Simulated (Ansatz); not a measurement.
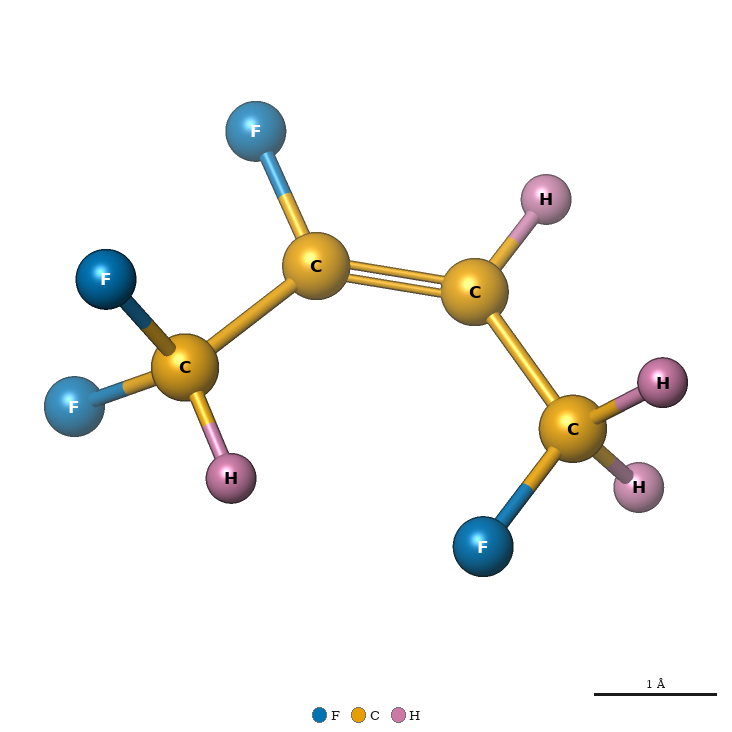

Distant atoms are faded towards the background colour. Computed geometry: PBE0-D4/def2-TZVP optimisation. Masses are those of the most abundant isotopes; constants are for the rigid equilibrium geometry.

Classify the rotor and give the rotational constants (GHz).

An asymmetric top (Cs): A = 2.81, B = 1.43, C = 1.15 GHz. Ray's parameter κ is −0.66, nearer the prolate limit.
